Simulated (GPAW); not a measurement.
# A Mo chain with one bond drawn out by 0.6 Å: converging a transmission, part 2 of 4

How do the numerical settings move the conductance of a Mo chain with one bond drawn out by 0.6 Å?

GPAW 26.7.0; GPAW LCAO, PAW setups; Landauer transmission from Green's functions with principal layers (ASE), zero bias.

So far, conductance (G₀): step 2 (the reference run) 3.27; step 3 (k-points along the lead 17, n lead 3, period 6.75 Å) 3.27; step 4 (k-points along the lead 13, n lead 4, period 9 Å) 3.28; step 5 (k-points along the lead 9, n lead 6, period 13.5 Å) 3.27.

## 7. Varying the k-points along the lead: lead_nz = 2

The lead's own mesh along the current sets its density and potential; where the lead is aligned to the junction's end layer, a rigid shift drops out.

This step: GPAW LCAO, PAW setups; Landauer transmission from Green's functions with principal layers (ASE), zero bias (GPAW 26.7.0).

Contents of run.py:

```python
import json
import numpy as np
from ase import Atoms
from ase.transport.calculators import TransportCalculator
from gpaw import GPAW, FermiDirac
from gpaw.lcao.tools import get_lcao_hamiltonian
from scipy.linalg import eigh

# The junction with lead layers at both ends, along the third cell vector
device = Atoms(
    ['Mo', 'Mo', 'Mo', 'Mo', 'Mo', 'Mo', 'Mo', 'Mo', 'Mo', 'Mo', 'Mo', 'Mo', 'Mo', 'Mo'],
    positions=[
        [4.50000, 4.50000, 1.12500],
        [4.50000, 4.50000, 3.37500],
        [4.50000, 4.50000, 5.62500],
        [4.50000, 4.50000, 7.87500],
        [4.50000, 4.50000, 10.12500],
        [4.50000, 4.50000, 12.37500],
        [4.50000, 4.50000, 14.62500],
        [4.50000, 4.50000, 17.47500],
        [4.50000, 4.50000, 19.72500],
        [4.50000, 4.50000, 21.97500],
        [4.50000, 4.50000, 24.22500],
        [4.50000, 4.50000, 26.47500],
        [4.50000, 4.50000, 28.72500],
        [4.50000, 4.50000, 30.97500]],
    cell=[[9.0, 0.0, 0.0], [0.0, 9.0, 0.0], [0.0, 0.0, 32.1]],
    pbc=True)

# One principal layer of the lead: the first 5 atoms of the device
lead = Atoms(
    ['Mo', 'Mo', 'Mo', 'Mo', 'Mo'],
    positions=[
        [4.50000, 4.50000, 1.12500],
        [4.50000, 4.50000, 3.37500],
        [4.50000, 4.50000, 5.62500],
        [4.50000, 4.50000, 7.87500],
        [4.50000, 4.50000, 10.12500]],
    cell=[[9.0, 0.0, 0.0], [0.0, 9.0, 0.0], [0.0, 0.0, 11.25]],
    pbc=True)

settings = dict(mode='lcao', basis='dzp', xc='LDA', h=0.2,
                occupations=FermiDirac(0.1), maxiter=250,
                mixer=dict(beta=0.1, nmaxold=8, weight=100.0),
                convergence=dict(density=0.0001))
energies = np.arange(-2, 2 + 1e-9, 0.05)
eta = 0.0001
n1, n2 = 1, 1
# k and -k transmit alike, so half of the mesh across the current serves
mesh = [(i, j) for i in range(n1) for j in range(n2) if (i, j) <= (-i % n1, -j % n2)]
weights = np.array([1 if (i, j) == (-i % n1, -j % n2) else 2 for i, j in mesh]) / (n1 * n2)

# [... helper functions left out ...]
fermi_lead = ground_state(lead, (1, 1, 2), 'lead.txt')
fermi_device = ground_state(device, (1, 1, 3), 'device.txt')
# [... loop over the mesh left out, but for ...]
        # Shift the lead onto the potential of the device's first layer
        shift = ((H[:, 0, 0] - H0[:, 0, 0]) / S0[0, 0]).real.mean()
# [...]
kT = 8.617333e-5 * 300
bias = [0.1, 0.2, 0.5, 1.0, 1.5, 2.0]
# [... integrals and printing left out ...]
```

Launch:

```bash
> OMP_NUM_THREADS=1 OPENBLAS_NUM_THREADS=2 python run.py
```

The program printed:

```text
basis functions: device 406, principal layer 145
Fermi level: lead -2.9934 eV, device -3.0036 eV; lead shifted by 0.0013 eV
largest coupling past the next layer 2.75e-05 eV, largest misfit of the first layer 0.080 eV
  E-E_F (eV)   T (one spin)  [channel counts left out]
    -2.000    1.2761e+00
    -1.950    1.3028e+00
    -1.900    1.3296e+00
    -1.850    1.3565e+00
    -1.800    1.3838e+00
    -1.750    1.4118e+00
    -1.700    1.4413e+00
    -1.650    1.4753e+00
    -1.600    1.5177e+00
    -1.550    1.6279e+00
    -1.500    1.8389e+00
    -1.450    1.9638e+00
    -1.400    1.9713e+00
    -1.350    1.9515e+00
    -1.300    1.9404e+00
    -1.250    1.9460e+00
[...]
1.650    2.6749e+00
     1.700    2.6833e+00
     1.750    2.6877e+00
     1.800    2.6892e+00
     1.850    2.6839e+00
     1.900    2.6602e+00
     1.950    2.5735e+00
     2.000    2.0265e+00
conductance at 300 K: 3.2709 G0 a cell; thermopower 0.09113 uV/K
current from the zero-bias T(E) at 0.1 V: 25.333 uA
current from the zero-bias T(E) at 0.2 V: 50.609 uA
current from the zero-bias T(E) at 0.5 V: 125.63 uA
current from the zero-bias T(E) at 1.0 V: 245.56 uA
current from the zero-bias T(E) at 1.5 V: 354.77 uA
current from the zero-bias T(E) at 2.0 V: 453.55 uA
```

It took 2.2 min on 2 threads of Intel Xeon 6975P-C (Granite Rapids), shared host; peak memory 1.3 GiB.

Numbers from this step:

| Item | Value |
| --- | --- |
| conductance | 3.271 G₀ |
| largest coupling past the next principal layer | 2.75e-5 eV |
| largest misfit of the first principal layer | 0.08017 eV |
| shift that aligns the lead | 0.001323 eV |
| basis functions of a principal layer | 145 |
| transmission at the Fermi level (one spin) | 3.275 |

One spin. Table of transmission, zone mean by energy, zero at the Fermi level:

| energy (eV) | transmission, zone mean |
| --- | --- |
| -2.000 | 1.28 |
| -1.800 | 1.38 |
| -1.600 | 1.52 |
| -1.400 | 1.97 |
| -1.200 | 1.96 |
| -1.000 | 2.07 |
| -0.800 | 2.22 |
| -0.600 | 2.68 |
| -0.400 | 3.02 |
| -0.200 | 3.22 |
| 0.000 | 3.27 |
| 0.200 | 3.22 |
| 0.400 | 3.15 |
| 0.600 | 3.04 |
| 0.800 | 2.95 |
| 1.000 | 2.89 |
| 1.200 | 2.77 |
| 1.400 | 2.64 |
| 1.600 | 2.67 |
| 1.800 | 2.69 |
| 2.000 | 2.03 |

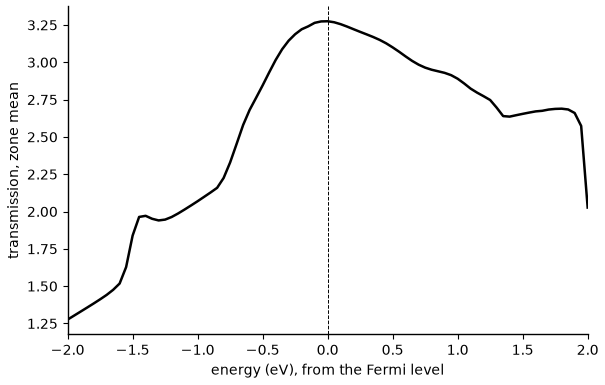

Transmission, zone mean against energy.

Not self-consistent under bias; the bias window is split evenly. Current through one cell, from the zero-bias transmission against bias:

| bias (V) | current through one cell, from the zero-bias transmission (μA) |
| --- | --- |
| 0.100 | 25.3 |
| 0.200 | 50.6 |
| 0.500 | 126 |
| 1.000 | 246 |
| 1.500 | 355 |
| 2.000 | 454 |

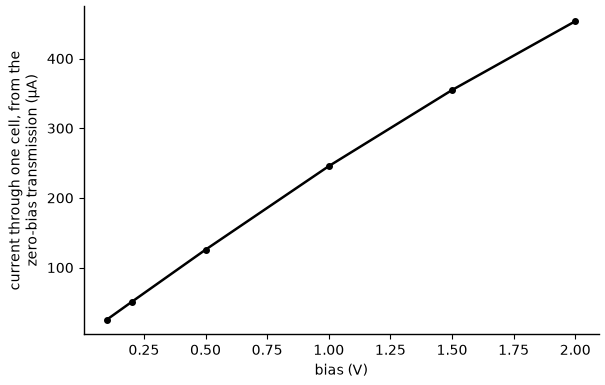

Current through one cell, from the zero-bias transmission against bias.

The conductance equals that of the base run to 0.2 %.

## 8. Varying the k-points along the lead: lead_nz = 4

run.py, as its differences from that of step 7:

```diff
@@ -53,3 +53,3 @@
 # [... helper functions left out ...]
-fermi_lead = ground_state(lead, (1, 1, 2), 'lead.txt')
+fermi_lead = ground_state(lead, (1, 1, 4), 'lead.txt')
 fermi_device = ground_state(device, (1, 1, 3), 'device.txt')
```

The program printed:

```text
basis functions: device 406, principal layer 145
Fermi level: lead -3.0357 eV, device -3.0036 eV; lead shifted by 0.0322 eV
largest coupling past the next layer 2.75e-05 eV, largest misfit of the first layer 0.076 eV
  E-E_F (eV)   T (one spin)  [channel counts left out]
    -2.000    1.2734e+00
    -1.950    1.2983e+00
    -1.900    1.3229e+00
    -1.850    1.3474e+00
    -1.800    1.3724e+00
    -1.750    1.3984e+00
    -1.700    1.4268e+00
    -1.650    1.4588e+00
    -1.600    1.5001e+00
    -1.550    1.5624e+00
    -1.500    7.4061e-01
    -1.450    1.6664e+00
    -1.400    1.7265e+00
    -1.350    1.7954e+00
    -1.300    1.8622e+00
    -1.250    1.9186e+00
[...]
1.650    2.7060e+00
     1.700    2.7217e+00
     1.750    2.7248e+00
     1.800    2.6905e+00
     1.850    2.5875e+00
     1.900    2.3882e+00
     1.950    2.1555e+00
     2.000    2.4002e+00
conductance at 300 K: 3.2828 G0 a cell; thermopower -0.5259 uV/K
current from the zero-bias T(E) at 0.1 V: 25.416 uA
current from the zero-bias T(E) at 0.2 V: 50.724 uA
current from the zero-bias T(E) at 0.5 V: 125.5 uA
current from the zero-bias T(E) at 1.0 V: 244.82 uA
current from the zero-bias T(E) at 1.5 V: 353.34 uA
current from the zero-bias T(E) at 2.0 V: 451.53 uA
```

It took 2.3 min on 2 threads; peak memory 1.3 GiB.

This step gave:

```yaml
conductance: 3.283 G₀
largest_misfit_of_the_first_principal_layer: 0.07574 eV
shift_that_aligns_the_lead: 0.03224 eV
transmission_at_the_fermi_level_one_spin: 3.291
```

One spin. Transmission, zone mean against energy, zero at the Fermi level:

| energy (eV) | transmission, zone mean |
| --- | --- |
| -2.000 | 1.27 |
| -1.800 | 1.37 |
| -1.600 | 1.50 |
| -1.550 | 1.56 |
| -1.400 | 1.73 |
| -1.200 | 1.96 |
| -1.000 | 2.07 |
| -0.800 | 2.19 |
| -0.600 | 2.69 |
| -0.400 | 3.00 |
| -0.200 | 3.18 |
| 0.000 | 3.29 |
| 0.050 | 3.30 |
| 0.200 | 3.22 |
| 0.400 | 3.14 |
| 0.600 | 3.03 |
| 0.800 | 2.91 |
| 1.000 | 2.88 |
| 1.200 | 2.75 |
| 1.400 | 2.62 |
| 1.600 | 2.68 |
| 1.800 | 2.69 |
| 2.000 | 2.40 |

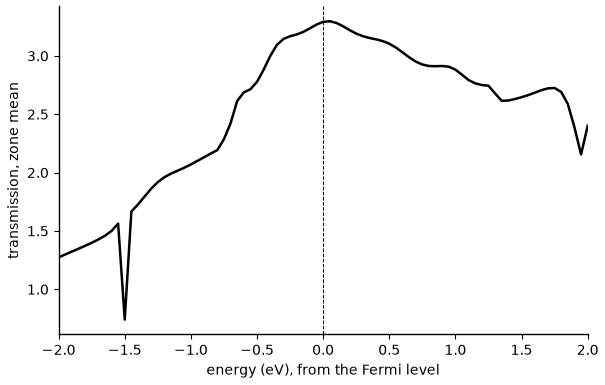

Transmission, zone mean, plotted against energy.

Not self-consistent under bias; the bias window is split evenly. Table of current through one cell, from the zero-bias transmission by bias:

| bias (V) | current through one cell, from the zero-bias transmission (μA) |
| --- | --- |
| 0.100 | 25.4 |
| 0.200 | 50.7 |
| 0.500 | 125 |
| 1.000 | 245 |
| 1.500 | 353 |
| 2.000 | 452 |

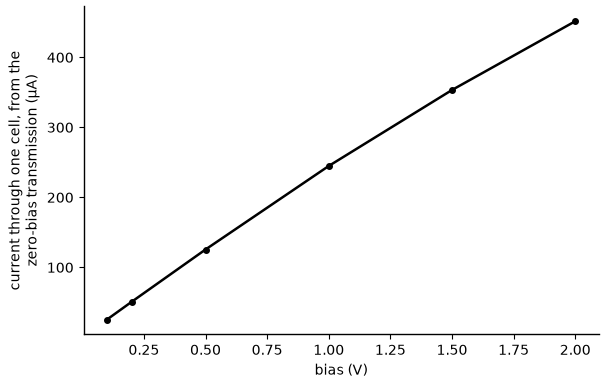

Current through one cell, from the zero-bias transmission against bias.

The conductance, 3.28 G₀, lies 0.5 % above that of the base run.

## 9. K-points along the lead: lead_nz = 8

run.py, as its differences from that of step 8:

```diff
@@ -53,3 +53,3 @@
 # [... helper functions left out ...]
-fermi_lead = ground_state(lead, (1, 1, 4), 'lead.txt')
+fermi_lead = ground_state(lead, (1, 1, 8), 'lead.txt')
 fermi_device = ground_state(device, (1, 1, 3), 'device.txt')
```

The program printed:

```text
basis functions: device 406, principal layer 145
Fermi level: lead -2.9992 eV, device -3.0036 eV; lead shifted by 0.0118 eV
largest coupling past the next layer 2.75e-05 eV, largest misfit of the first layer 0.069 eV
  E-E_F (eV)   T (one spin)  [channel counts left out]
    -2.000    1.2635e+00
    -1.950    1.2893e+00
    -1.900    1.3152e+00
[...]
1.950    2.3990e+00
     2.000    2.2454e+00
conductance at 300 K: 3.2684 G0 a cell; thermopower -0.08469 uV/K
current from the zero-bias T(E) at 0.1 V: 25.312 uA
current from the zero-bias T(E) at 0.2 V: 50.558 uA
current from the zero-bias T(E) at 0.5 V: 125.4 uA
current from the zero-bias T(E) at 1.0 V: 244.66 uA
current from the zero-bias T(E) at 1.5 V: 353.1 uA
current from the zero-bias T(E) at 2.0 V: 451.33 uA
```

Wall time 2.4 min (2 threads); peak memory 1.3 GiB.

The conductance equals that of the base run to 0.2 %.

## 10. Varying the k-points along the lead: lead_nz = 30

run.py, as its differences from that of step 9:

```diff
@@ -53,3 +53,3 @@
 # [... helper functions left out ...]
-fermi_lead = ground_state(lead, (1, 1, 8), 'lead.txt')
+fermi_lead = ground_state(lead, (1, 1, 30), 'lead.txt')
 fermi_device = ground_state(device, (1, 1, 3), 'device.txt')
```

The program printed:

```text
basis functions: device 406, principal layer 145
Fermi level: lead -3.0004 eV, device -3.0036 eV; lead shifted by 0.0055 eV
largest coupling past the next layer 2.75e-05 eV, largest misfit of the first layer 0.065 eV
  E-E_F (eV)   T (one spin)  [channel counts left out]
    -2.000    1.2655e+00
    -1.950    1.2911e+00
    -1.900    1.3169e+00
[...]
1.950    2.4393e+00
     2.000    2.1703e+00
conductance at 300 K: 3.2665 G0 a cell; thermopower 0.006039 uV/K
current from the zero-bias T(E) at 0.1 V: 25.299 uA
current from the zero-bias T(E) at 0.2 V: 50.54 uA
current from the zero-bias T(E) at 0.5 V: 125.41 uA
current from the zero-bias T(E) at 1.0 V: 244.61 uA
current from the zero-bias T(E) at 1.5 V: 352.96 uA
current from the zero-bias T(E) at 2.0 V: 451.23 uA
```

Elapsed: 3 min, on 2 threads; peak memory 1.4 GiB.

One spin. The transmission, zone mean by energy, zero at the Fermi level:

| energy (eV) | transmission, zone mean |
| --- | --- |
| -2.000 | 1.27 |
| -1.500 | 1.58 |
| -1.000 | 2.07 |
| -0.500 | 2.81 |
| 0.000 | 3.27 |
| 0.500 | 3.08 |
| 1.000 | 2.87 |
| 1.500 | 2.64 |
| 2.000 | 2.17 |

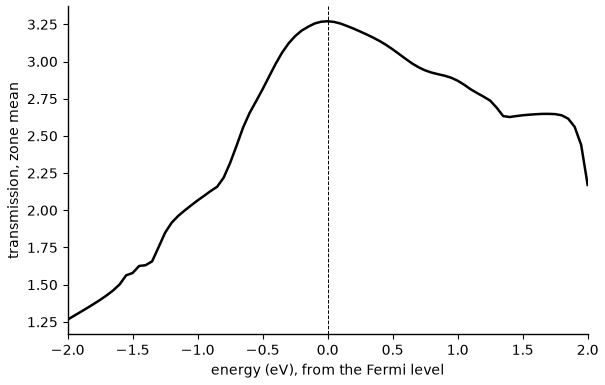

Transmission, zone mean against energy.

The conductance equals that of the base run to 0.2 %.

## 11. Convergence in the k-points along the lead

The runs and the base run on one axis.

This step: convergence of the conductance (GPAW 26.7.0).

The conductance by k-points along the lead:

| k-points along the lead | conductance (G₀) |
| --- | --- |
| 2.0 | 3.27 |
| 4.0 | 3.28 |
| 8.0 | 3.27 |
| 10.0 | 3.27 |
| 30.0 | 3.27 |

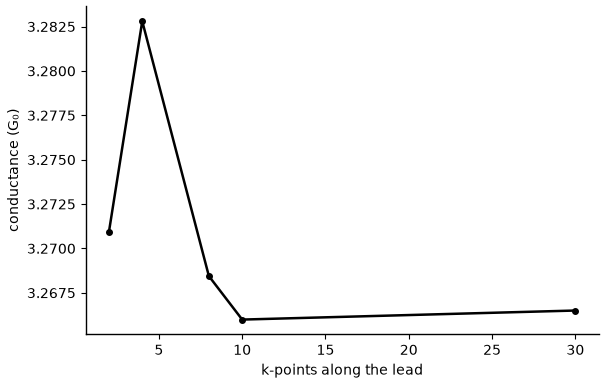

Conductance against k-points along the lead.

## 12. Varying the energy step: de = 0.2

The thermal integrals interpolate T(E), so the step must resolve what lies within a few kT of the Fermi level.

This step: GPAW LCAO, PAW setups; Landauer transmission from Green's functions with principal layers (ASE), zero bias (GPAW 26.7.0).

run.py, as its differences from that of step 10:

```diff
@@ -45,3 +45,3 @@
                 convergence=dict(density=0.0001))
-energies = np.arange(-2, 2 + 1e-9, 0.05)
+energies = np.arange(-2, 2 + 1e-9, 0.2)
 eta = 0.0001
@@ -53,3 +53,3 @@
 # [... helper functions left out ...]
-fermi_lead = ground_state(lead, (1, 1, 30), 'lead.txt')
+fermi_lead = ground_state(lead, (1, 1, 10), 'lead.txt')
 fermi_device = ground_state(device, (1, 1, 3), 'device.txt')
```

The program printed:

```text
basis functions: device 406, principal layer 145
Fermi level: lead -2.9955 eV, device -3.0036 eV; lead shifted by 0.0081 eV
largest coupling past the next layer 2.75e-05 eV, largest misfit of the first layer 0.068 eV
  E-E_F (eV)   T (one spin)  [channel counts left out]
    -2.000    1.2709e+00
    -1.800    1.3728e+00
    -1.600    1.4982e+00
    -1.400    1.7126e+00
    -1.200    1.8792e+00
    -1.000    2.0565e+00
    -0.800    2.2216e+00
    -0.600    2.6492e+00
    -0.400    2.9757e+00
    -0.200    3.2005e+00
    -0.000    3.2704e+00
     0.200    3.2208e+00
     0.400    3.1366e+00
     0.600    3.0147e+00
     0.800    2.9220e+00
     1.000    2.8710e+00
     1.200    2.7645e+00
     1.400    2.6261e+00
     1.600    2.6413e+00
     1.800    2.6320e+00
     2.000    2.1559e+00
conductance at 300 K: 3.2596 G0 a cell; thermopower -0.1169 uV/K
current from the zero-bias T(E) at 0.1 V: 25.238 uA
current from the zero-bias T(E) at 0.2 V: 50.394 uA
current from the zero-bias T(E) at 0.5 V: 125.02 uA
current from the zero-bias T(E) at 1.0 V: 243.78 uA
current from the zero-bias T(E) at 1.5 V: 351.97 uA
current from the zero-bias T(E) at 2.0 V: 450.24 uA
```

The job ended after 2.2 min (2 threads; peak memory 1.3 GiB).

This step gave:

```yaml
conductance: 3.260 G₀
largest_misfit_of_the_first_principal_layer: 0.06776 eV
shift_that_aligns_the_lead: 0.008112 eV
transmission_at_the_fermi_level_one_spin: 3.270
```

One spin. The transmission, zone mean by energy, zero at the Fermi level:

| energy (eV) | transmission, zone mean |
| --- | --- |
| -2.00 | 1.27 |
| -1.80 | 1.37 |
| -1.60 | 1.50 |
| -1.40 | 1.71 |
| -1.20 | 1.88 |
| -1.00 | 2.06 |
| -0.80 | 2.22 |
| -0.60 | 2.65 |
| -0.40 | 2.98 |
| -0.20 | 3.20 |
| 0.00 | 3.27 |
| 0.20 | 3.22 |
| 0.40 | 3.14 |
| 0.60 | 3.01 |
| 0.80 | 2.92 |
| 1.00 | 2.87 |
| 1.20 | 2.76 |
| 1.40 | 2.63 |
| 1.60 | 2.64 |
| 1.80 | 2.63 |
| 2.00 | 2.16 |

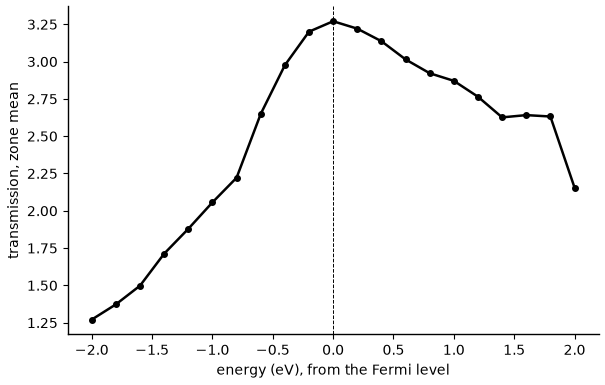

Transmission, zone mean against energy.

Not self-consistent under bias; the bias window is split evenly. Current through one cell, from the zero-bias transmission against bias:

| bias (V) | current through one cell, from the zero-bias transmission (μA) |
| --- | --- |
| 0.100 | 25.2 |
| 0.200 | 50.4 |
| 0.500 | 125 |
| 1.000 | 244 |
| 1.500 | 352 |
| 2.000 | 450 |

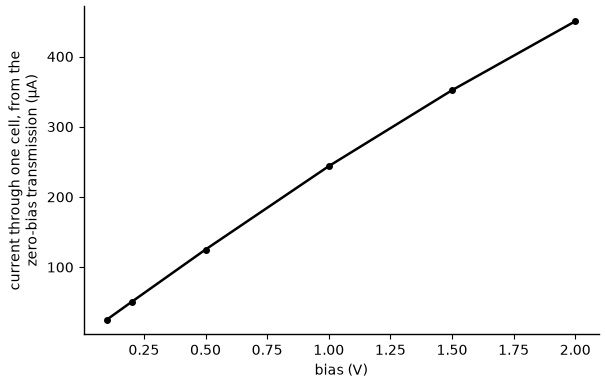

Current through one cell, from the zero-bias transmission against bias.

The conductance equals that of the base run to 0.2 %.

## 13. Varying the energy step: de = 0.1

run.py, as its differences from that of step 12:

```diff
@@ -45,3 +45,3 @@
                 convergence=dict(density=0.0001))
-energies = np.arange(-2, 2 + 1e-9, 0.2)
+energies = np.arange(-2, 2 + 1e-9, 0.1)
 eta = 0.0001
```

The program printed:

```text
basis functions: device 406, principal layer 145
Fermi level: lead -2.9955 eV, device -3.0036 eV; lead shifted by 0.0081 eV
largest coupling past the next layer 2.75e-05 eV, largest misfit of the first layer 0.068 eV
  E-E_F (eV)   T (one spin)  [channel counts left out]
    -2.000    1.2709e+00
    -1.900    1.3211e+00
    -1.800    1.3728e+00
    -1.700    1.4290e+00
    -1.600    1.4982e+00
    -1.500    1.5660e+00
    -1.400    1.7126e+00
    -1.300    1.6523e+00
    -1.200    1.8792e+00
    -1.100    1.9761e+00
    -1.000    2.0565e+00
    -0.900    2.1290e+00
    -0.800    2.2216e+00
    -0.700    2.4329e+00
    -0.600    2.6492e+00
    -0.500    2.8041e+00
[...]
1.300    2.6904e+00
     1.400    2.6261e+00
     1.500    2.6362e+00
     1.600    2.6413e+00
     1.700    2.6423e+00
     1.800    2.6320e+00
     1.900    2.5562e+00
     2.000    2.1559e+00
conductance at 300 K: 3.2641 G0 a cell; thermopower -0.05636 uV/K
current from the zero-bias T(E) at 0.1 V: 25.279 uA
current from the zero-bias T(E) at 0.2 V: 50.498 uA
current from the zero-bias T(E) at 0.5 V: 125.28 uA
current from the zero-bias T(E) at 1.0 V: 244.24 uA
current from the zero-bias T(E) at 1.5 V: 352.4 uA
current from the zero-bias T(E) at 2.0 V: 450.66 uA
```

Run time: 2.3 min. Hardware: 2 threads; peak memory 1.3 GiB.

This step gave:

```yaml
conductance: 3.264 G₀
```

One spin. The transmission, zone mean by energy, zero at the Fermi level:

| energy (eV) | transmission, zone mean |
| --- | --- |
| -2.00 | 1.27 |
| -1.70 | 1.43 |
| -1.40 | 1.71 |
| -1.10 | 1.98 |
| -0.80 | 2.22 |
| -0.50 | 2.80 |
| -0.20 | 3.20 |
| 0.00 | 3.27 |
| 0.20 | 3.22 |
| 0.50 | 3.08 |
| 0.80 | 2.92 |
| 1.10 | 2.81 |
| 1.40 | 2.63 |
| 1.70 | 2.64 |
| 2.00 | 2.16 |

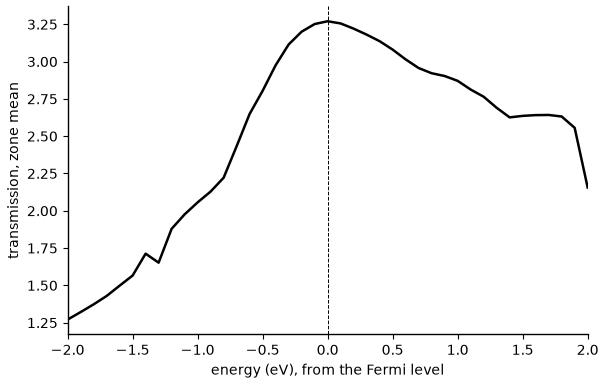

Transmission, zone mean against energy.

Not self-consistent under bias; the bias window is split evenly. Current through one cell, from the zero-bias transmission against bias:

| bias (V) | current through one cell, from the zero-bias transmission (μA) |
| --- | --- |
| 0.100 | 25.3 |
| 0.200 | 50.5 |
| 0.500 | 125 |
| 1.000 | 244 |
| 1.500 | 352 |
| 2.000 | 451 |

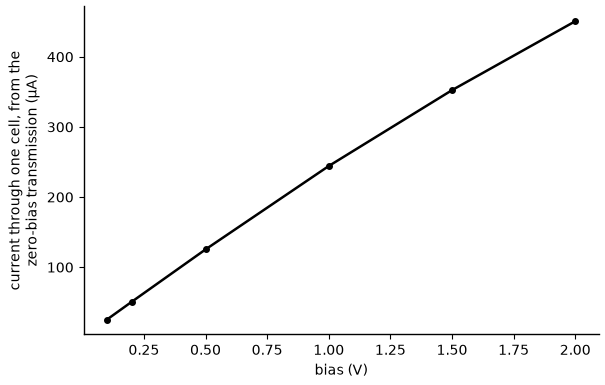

Current through one cell, from the zero-bias transmission, plotted against bias.

The conductance equals that of the base run to 0.2 %.

[end of part 2 of 4]

[Logs are printed without paths, hosts, clocks, repeated set-up lines and the standing remarks that a program may print on its own settings, such as how far it seeks lower states.]

[Hosts, paths, dates, database ids (printed as entryN), source tags and the programs' standing remarks are cut or masked in the printed files.]
